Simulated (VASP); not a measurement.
# YGe with PBEsol: from relaxation to properties, part 6 of 6

Wanted: the relaxed cell of YGe and its properties. The start is a computed cell from the Materials Project.

VASP 6.6.1; PBEsol; plane waves and PAW (Y_sv, Ge_d).

Still holding for the runs below: The k-mesh is coarse for a metal.

So far. Step 11 (Volume scan with PBEsol, volume scale 1): The run ends at a pressure of 0.00 GPa, with forces up to 0.0081 eV/Å.

## 12. Volume scan with PBEsol, volume scale 1.02

File INCAR:

```
SYSTEM = YGe
PREC = Accurate
ENCUT = 410
EDIFF = 1E-06
NELM = 100
ISMEAR = 0
SIGMA = 0.05
LREAL = .FALSE.
ALGO = Normal
GGA = PS
NBANDS = 31
LASPH = .TRUE.
LORBIT = 11
LWAVE = .FALSE.
LCHARG = .FALSE.
KPAR = 4
ISIF = 2
```

File POSCAR:

```
YGe
1.0
    2.1247498763     -5.3331066347      0.0000000000
    2.1247498763      5.3331066347      0.0000000000
    0.0000000000      0.0000000000      3.9593544180
Y Ge
2 2
Direct
    0.1380232545      0.8619767455      0.2500000000
    0.8619767455      0.1380232545      0.7500000000
    0.4153710894      0.5846289106      0.2500000000
    0.5846289106      0.4153710894      0.7500000000
```

File KPOINTS:

```
Automatic mesh
0
Gamma
6 6 6
0 0 0
```

PAW data sets: Y_sv and Ge_d (PBE family, release 64).

Launch:

```sh
> mpirun -np 4 vasp_std
```

Output:

```text
[... set-up lines as in an earlier step ...]
 entering main loop
       N       E                     dE             d eps       ncg     rms          rms(c)
DAV:   1     0.404877184238E+03    0.40488E+03   -0.21838E+04  3771   0.299E+03
DAV:   2     0.375918351052E+02   -0.36729E+03   -0.35574E+03  3267   0.714E+02
DAV:   3    -0.225917471807E+02   -0.60184E+02   -0.59339E+02  3766   0.177E+02
DAV:   4    -0.285503893712E+02   -0.59586E+01   -0.59279E+01  5506   0.478E+01
[...]
DAV:  11    -0.273738826907E+02    0.12392E-04   -0.14012E-04  5190   0.110E-01    0.301E-02
DAV:  12    -0.273738799594E+02    0.27312E-05   -0.15769E-05  3976   0.266E-02    0.139E-02
DAV:  13    -0.273738800943E+02   -0.13487E-06   -0.26082E-06  3243   0.134E-02
   1 F= -.27373880E+02 E0= -.27371859E+02  d E =-.404125E-02
```

It took 27 s on 4 MPI ranks of AMD EPYC 9R14 (Zen 4), shared host; peak memory 0.99 GiB.

From OUTCAR (step 12):

```text
  Total       -0.9772324     -0.9233240     -0.9159899      0.0000000     -0.0000000      0.0000000
  in kB      -17.4488174    -16.4862648    -16.3553109      0.0000000     -0.0000000      0.0000000
  external PRESSURE =     -16.7634644 kB  Pullay stress =       0.0000000 kB

 POSITION                                       TOTAL-FORCE (eV/Angst)
 -----------------------------------------------------------------------------------
      2.12475      3.86092      0.98984         0.000000      0.025952     -0.000000
      2.12475     -3.86092      2.96952         0.000000     -0.025952     -0.000000
      2.12475      0.90267      0.98984         0.000000      0.019360      0.000000
      2.12475     -0.90267      2.96952         0.000000     -0.019360     -0.000000
 -----------------------------------------------------------------------------------
    total drift:                                0.000000      0.000000     -0.000000

  FREE ENERGIE OF THE ION-ELECTRON SYSTEM (eV)
  ---------------------------------------------------
  free  energy   TOTEN  =       -27.3738800943 eV

  energy  without entropy=      -27.3698388445  energy(sigma->0) =      -27.37185947

[... 1 part as in an earlier step ...]

[... 2 further parts left out ...]
[key lines of the parts left out:]
E-fermi :   5.0585
```

The pressure falls from 0.00 to -1.68 GPa.

The run ends at a pressure of -1.68 GPa, with forces up to 0.026 eV/Å.

## 13. Volume scan with PBEsol, volume scale 1.04

INCAR is that of step 12.

File POSCAR:

```
YGe
1.0
    2.1385473400     -5.3677381676      0.0000000000
    2.1385473400      5.3677381676      0.0000000000
    0.0000000000      0.0000000000      3.9850652320
Y Ge
2 2
Direct
    0.1380232545      0.8619767455      0.2500000000
    0.8619767455      0.1380232545      0.7500000000
    0.4153710894      0.5846289106      0.2500000000
    0.5846289106      0.4153710894      0.7500000000
```

KPOINTS is that of step 12.

Launch:

```sh
> mpirun -np 4 vasp_std
```

Output:

```text
[... set-up lines as in an earlier step ...]
 entering main loop
       N       E                     dE             d eps       ncg     rms          rms(c)
DAV:   1     0.407372058893E+03    0.40737E+03   -0.21834E+04  3795   0.296E+03
DAV:   2     0.388365191873E+02   -0.36854E+03   -0.35737E+03  3253   0.728E+02
DAV:   3    -0.226348401682E+02   -0.61471E+02   -0.60612E+02  3888   0.179E+02
DAV:   4    -0.285500825041E+02   -0.59152E+01   -0.58826E+01  5484   0.478E+01
[...]
DAV:  11    -0.273496036992E+02    0.13591E-04   -0.13245E-04  5081   0.109E-01    0.289E-02
DAV:  12    -0.273496008590E+02    0.28402E-05   -0.15266E-05  3917   0.258E-02    0.145E-02
DAV:  13    -0.273496010929E+02   -0.23394E-06   -0.25218E-06  3254   0.128E-02
   1 F= -.27349601E+02 E0= -.27347626E+02  d E =-.395001E-02
```

The job ended after 28 s (4 MPI ranks; peak memory 0.99 GiB).

OUTCAR, selected parts (step 13):

```text
  Total       -1.9084852     -1.7708678     -1.7739374      0.0000000      0.0000000      0.0000000
  in kB      -33.4213327    -31.0113802    -31.0651350      0.0000000      0.0000000      0.0000000
  external PRESSURE =     -31.8326160 kB  Pullay stress =       0.0000000 kB

 POSITION                                       TOTAL-FORCE (eV/Angst)
 -----------------------------------------------------------------------------------
      2.13855      3.88599      0.99627         0.000000      0.046221      0.000000
      2.13855     -3.88599      2.98880         0.000000     -0.046221      0.000000
      2.13855      0.90853      0.99627         0.000000      0.028832      0.000000
      2.13855     -0.90853      2.98880         0.000000     -0.028832     -0.000000
 -----------------------------------------------------------------------------------
    total drift:                                0.000000      0.000000     -0.000000

  FREE ENERGIE OF THE ION-ELECTRON SYSTEM (eV)
  ---------------------------------------------------
  free  energy   TOTEN  =       -27.3496010929 eV

  energy  without entropy=      -27.3456510851  energy(sigma->0) =      -27.34762609

[... 1 part as in an earlier step ...]

[... 2 further parts left out ...]
[key lines of the parts left out:]
E-fermi :   4.9307
```

The pressure falls from -1.68 to -3.18 GPa.

The run ends at a pressure of -3.18 GPa, with forces up to 0.046 eV/Å.

## 14. Volume scan with PBEsol, volume scale 1.06

A prediction first. A parabola through the 6 pressures of evenly scaled cells so far, P = 0.00 -88.7 t +195 t² GPa with t = ln(V/V₁) and V₁ the volume at scale 1, gives -4.51 GPa at t = +0.0583.

INCAR is that of step 13.

File POSCAR:

```
YGe
1.0
    2.1521690279     -5.4019285045      0.0000000000
    2.1521690279      5.4019285045      0.0000000000
    0.0000000000      0.0000000000      4.0104484975
Y Ge
2 2
Direct
    0.1380232545      0.8619767455      0.2500000000
    0.8619767455      0.1380232545      0.7500000000
    0.4153710894      0.5846289106      0.2500000000
    0.5846289106      0.4153710894      0.7500000000
```

KPOINTS is that of step 13.

Launch:

```sh
> mpirun -np 4 vasp_std
```

Output:

```text
[... set-up lines as in an earlier step ...]
 entering main loop
       N       E                     dE             d eps       ncg     rms          rms(c)
DAV:   1     0.406268447390E+03    0.40627E+03   -0.21746E+04  3797   0.294E+03
DAV:   2     0.382783430361E+02   -0.36799E+03   -0.35684E+03  3246   0.708E+02
DAV:   3    -0.227383388663E+02   -0.61017E+02   -0.60045E+02  3881   0.178E+02
DAV:   4    -0.285157377673E+02   -0.57774E+01   -0.57393E+01  5426   0.475E+01
[...]
DAV:  11    -0.273096026471E+02    0.17347E-04   -0.15573E-04  5095   0.110E-01    0.367E-02
DAV:  12    -0.273095995366E+02    0.31105E-05   -0.19451E-05  4080   0.274E-02    0.214E-02
DAV:  13    -0.273095997640E+02   -0.22746E-06   -0.32683E-06  3202   0.147E-02
   1 F= -.27309600E+02 E0= -.27307685E+02  d E =-.382978E-02
```

The job ended after 28 s (4 MPI ranks; peak memory 1 GiB).

OUTCAR, selected parts (step 14):

```text
  Total       -2.7736321     -2.5575530     -2.5577610      0.0000000      0.0000000      0.0000000
  in kB      -47.6553089    -43.9427351    -43.9463080      0.0000000      0.0000000      0.0000000
  external PRESSURE =     -45.1814507 kB  Pullay stress =       0.0000000 kB

 POSITION                                       TOTAL-FORCE (eV/Angst)
 -----------------------------------------------------------------------------------
      2.15217      3.91074      1.00261         0.000000      0.064902      0.000000
      2.15217     -3.91074      3.00784         0.000000     -0.064902      0.000000
      2.15217      0.91432      1.00261         0.000000      0.035728     -0.000000
      2.15217     -0.91432      3.00784         0.000000     -0.035728     -0.000000
 -----------------------------------------------------------------------------------
    total drift:                                0.000000      0.000000     -0.000000

  FREE ENERGIE OF THE ION-ELECTRON SYSTEM (eV)
  ---------------------------------------------------
  free  energy   TOTEN  =       -27.3095997640 eV

  energy  without entropy=      -27.3057699876  energy(sigma->0) =      -27.30768488

[... 1 part as in an earlier step ...]

[... 2 further parts left out ...]
[key lines of the parts left out:]
E-fermi :   4.8057
```

The pressure falls from -3.18 to -4.52 GPa. The parabola predicted -4.51 GPa, +0.01 GPa off.

## 15. Side by side

Times are for 4 MPI ranks of AMD EPYC 9R14 (Zen 4), shared host. Results by setting:

| no. | volume scale | energy above the lowest point (meV/atom) | pressure (GPa) | time | memory (GiB) |
| --- | --- | --- | --- | --- | --- |
| 1 | 0.94 | 26.2 | 6.233 | 27 s | 0.97 |
| 2 | 0.96 | 11.67 | 3.936 | 28 s | 0.96 |
| 3 | 0.98 | 3.15 | 1.871 | 28 s | 0.98 |
| 4 | 1 | 0 | -0.003244 | 27 s | 0.96 |
| 5 | 1.02 | 1.72 | -1.676 | 27 s | 0.99 |
| 6 | 1.04 | 7.78 | -3.183 | 28 s | 0.99 |
| 7 | 1.06 | 17.77 | -4.518 | 28 s | 1 |

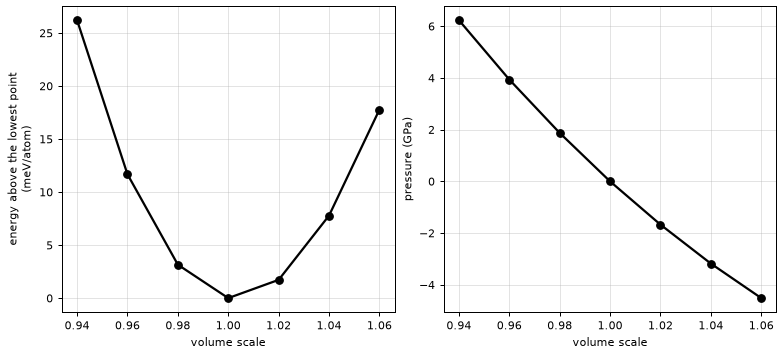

The series as plots.

## 16. Fit for PBEsol

This step: Birch-Murnaghan fit, PBEsol; plane waves and PAW (VASP 6.6.1).

Derived from the runs above.

This step gave:

```yaml
pressure_derivative_of_the_bulk_modulus: 4.344
r_m_s_error_of_the_fit: 4.48e-6 eV/atom
minimum_inside_the_sampled_range: yes
bulk_modulus: 87.17 GPa
equilibrium_volume_of_the_fit: 22.05 Å³/atom
```

The energy above the fitted minimum by volume:

| volume (Å³/atom) | energy above the fitted minimum (eV/atom) |
| --- | --- |
| 20.67 | 0.0262 |
| 21.11 | 0.0117 |
| 21.55 | 0.00318 |
| 21.99 | 3.4e-5 |
| 22.43 | 0.00176 |
| 22.87 | 0.00781 |
| 23.31 | 0.0178 |

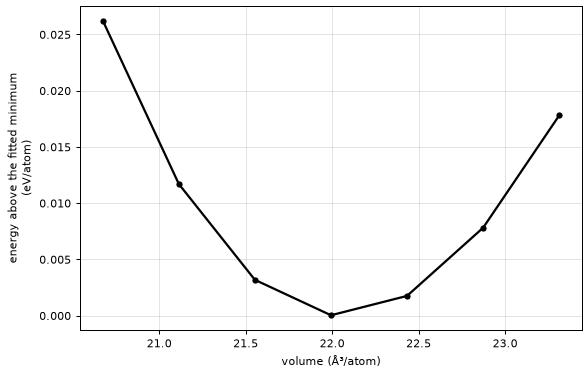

Energy above the fitted minimum against volume.

The fitted volume lies +0.26 % from the relaxed one. At a finite cutoff and mesh the minimum of the energy and the zero of the stress don't quite coincide, and the relaxation stops at a threshold. The atoms bear forces along the scan, since they were held; freeing them would lower the modulus.

## 17. Self-consistent run (PBEsol), changed input

This step: PBEsol; plane waves and PAW (Y_sv, Ge_d) (VASP 6.6.1).

A single point gives energy, forces and stress at these settings. Some settings are moved from the usual, to see what they do.

INCAR, as its differences from that of step 14:

```diff
@@ -2,3 +2,3 @@
 PREC = Accurate
-ENCUT = 410
+ENCUT = 450
 EDIFF = 1E-06
@@ -17 +17,2 @@
 ISIF = 2
+NELECT = 49
```

File POSCAR:

```
YGe
1.0
    2.1107708540     -5.2980193910      0.0000000000
    2.1107708540      5.2980193910      0.0000000000
    0.0000000000      0.0000000000      3.9333052795
Y Ge
2 2
Direct
    0.1380232545      0.8619767455      0.2500000000
    0.8619767455      0.1380232545      0.7500000000
    0.4153710894      0.5846289106      0.2500000000
    0.5846289106      0.4153710894      0.7500000000
```

KPOINTS is that of step 14.

Launch:

```sh
> mpirun -np 4 vasp_std
```

Output:

```text
[... set-up lines as in an earlier step ...]
 entering main loop
       N       E                     dE             d eps       ncg     rms          rms(c)
DAV:   1     0.402424414967E+03    0.40242E+03   -0.21992E+04  3780   0.302E+03
DAV:   2     0.333330629208E+02   -0.36909E+03   -0.35568E+03  3282   0.728E+02
DAV:   3    -0.277836408325E+02   -0.61117E+02   -0.59851E+02  3771   0.179E+02
DAV:   4    -0.337451923057E+02   -0.59616E+01   -0.59345E+01  5473   0.482E+01
DAV:   5    -0.338958129062E+02   -0.15062E+00   -0.15060E+00  4268   0.801E+00BRMIX: very serious problems
 the old and the new charge density differ
 old charge density:    50.00000 new   49.00000
BRMIX: very serious problems
 the old and the new charge density differ
 old charge density:    50.00000 new   49.00000
BRMIX: very serious problems
 the old and the new charge density differ
 old charge density:    50.00000 new   49.00000
BRMIX: very serious problems
 the old and the new charge density differ
 old charge density:    50.00000 new   49.00000
    0.380E+01
DAV:   6    -0.326373570649E+02    0.12585E+01   -0.22569E+00  4954   0.774E+00    0.255E+01
DAV:   7    -0.325265532978E+02    0.11080E+00   -0.26855E+00  4793   0.938E+00    0.561E+00
DAV:   8    -0.324658920532E+02    0.60661E-01   -0.10611E+00  4191   0.126E+01    0.365E+00
DAV:   9    -0.324526879459E+02    0.13204E-01   -0.12336E-01  4686   0.359E+00    0.436E-01
DAV:  10    -0.324533005491E+02   -0.61260E-03   -0.88161E-03  4168   0.618E-01    0.391E-01
DAV:  11    -0.324528572375E+02    0.44331E-03   -0.12061E-03  4567   0.356E-01    0.573E-02
DAV:  12    -0.324528659187E+02   -0.86812E-05   -0.14107E-04  4520   0.858E-02    0.174E-02
DAV:  13    -0.324528629572E+02    0.29615E-05   -0.10561E-05  4418   0.370E-02    0.115E-02
DAV:  14    -0.324528622119E+02    0.74522E-06   -0.29023E-06  3641   0.979E-03
   1 F= -.32452862E+02 E0= -.32451445E+02  d E =-.283453E-02
```

The job ended after 30 s (4 MPI ranks; peak memory 1 GiB; 1.9 min of CPU time).

From OUTCAR (step 17):

```text
NELECT = 49

 ion  position               nearest neighbor table
   1  0.138  0.862  0.250-   3 2.94   4 2.94   4 2.94   4 2.94   4 2.94   3 3.17   3 3.17   2 3.52
                             2 3.52   2 3.74   2 3.74   2 3.74   2 3.74
   2  0.862  0.138  0.750-   4 2.94   3 2.94   3 2.94   3 2.94   3 2.94   4 3.17   4 3.17   1 3.52
                             1 3.52   1 3.74   1 3.74   1 3.74   1 3.74
   3  0.415  0.585  0.250-   4 2.66   4 2.66   1 2.94   2 2.94   2 2.94   2 2.94   2 2.94   1 3.17
                             1 3.17
   4  0.585  0.415  0.750-   3 2.66   3 2.66   2 2.94   1 2.94   1 2.94   1 2.94   1 2.94   2 3.17
                             2 3.17

   ENCUT  =  450.0 eV  33.07 Ry    5.75 a.u.   9.86  9.86  6.80*2*pi/ulx,y,z

 E-fermi :   4.9350

 k-point     1 :       0.0000    0.0000    0.0000
  band No.  band energies     occupation
    ...
     20      -1.6334      2.00000
     21       2.6213      2.00000
     22       3.5596      2.00000
     23       4.2113      2.00000
     24       4.3830      2.00000
     25       5.7602      0.00000
     26       6.0024      0.00000
     27       6.7425      0.00000
     28       7.8885      0.00000
     29       8.1524      0.00000
    ...

  Total       -5.5426286     -6.8316562     -7.3162461      0.0000000      0.0000000      0.0000000
  in kB     -100.9448294   -124.4211756   -133.2467431      0.0000000      0.0000000      0.0000000
  external PRESSURE =    -119.5375827 kB  Pullay stress =       0.0000000 kB

 POSITION                                       TOTAL-FORCE (eV/Angst)
 -----------------------------------------------------------------------------------
      2.11077      3.83552      0.98333         0.000000      0.019256      0.000000
      2.11077     -3.83552      2.94998         0.000000     -0.019256     -0.000000
      2.11077      0.89673      0.98333         0.000000     -0.716370      0.000000
      2.11077     -0.89673      2.94998         0.000000      0.716370     -0.000000
 -----------------------------------------------------------------------------------
    total drift:                                0.000000      0.000000     -0.000000

  FREE ENERGIE OF THE ION-ELECTRON SYSTEM (eV)
  ---------------------------------------------------
  free  energy   TOTEN  =       -32.4528622119 eV

  energy  without entropy=      -32.4500276869  energy(sigma->0) =      -32.45144495

[... 6 parts as in an earlier step ...]

[... 9 further parts left out ...]
```

The run converged; its settings lie outside those of the reference runs, so its numbers are set aside.

Settings moved from the usual: ENCUT = 450 and NELECT = 49.0.

NELECT differs from the neutral count, so the cell is charged against a uniform background: another system, not a numerical setting. ALGO acts on the way to self-consistency or on speed; a fully converged result doesn't depend on them, though slow mixing can meet EDIFF with the stress still off.

## 18. Summary of results

| Quantity | Value |
| --- | --- |
| relaxed volume | 21.99 Å³/atom |
| relaxed conventional cell a, b, c | 4.222, 10.596, 3.933 Å |
| space group after relaxing, within 0.02 Å | Cmcm (No. 63) |
| band gap | none, a metal |
| DOS at the Fermi level | 2.18 states/eV/cell |
| highest zone-centre mode | 216 cm⁻¹ |
| bulk modulus from the fit | 87.2 GPa |
| volume from the fit | 22.1 Å³/atom |

In words: With PBEsol, YGe relaxes to 21.99 Å³/atom in space group Cmcm (held by the symmetry of the run), comes out as a metal and has a bulk modulus of 87.2 GPa at fixed shape and positions, an upper bound. Bands along the symmetry lines (PBEsol): Of the bands kept, 2 cross the Fermi level on this path. Vibrations at Γ (PBEsol): The highest mode in this list at Γ, 215.7 cm⁻¹, has its largest share on Y (59 % of the kinetic energy). Spin-orbit coupling is left out; it would split some degenerate bands. The k-sampling is coarse for a metal, so the Fermi level, pressures and the shape of the cell carry errors. Modes at Γ alone can't show that the crystal is stable at other wave vectors. No search among competing phases was made, and a listed structure need not be the one stable at ambient conditions. All values are for a static lattice at zero temperature.

[Lines on the potential files, build, host, timing and source positions are cut from VASP's logs without a mark.]

[Logs are printed without paths, hosts, clocks, repeated set-up lines and the standing remarks that a program may print on its own settings, such as how far it seeks lower states.]

[Hosts, paths, dates, database ids (printed as entryN), source tags and the programs' standing remarks are cut or masked in the printed files.]

[A measured line is paired with the nearest computed mode of its activity, which favours agreement.]
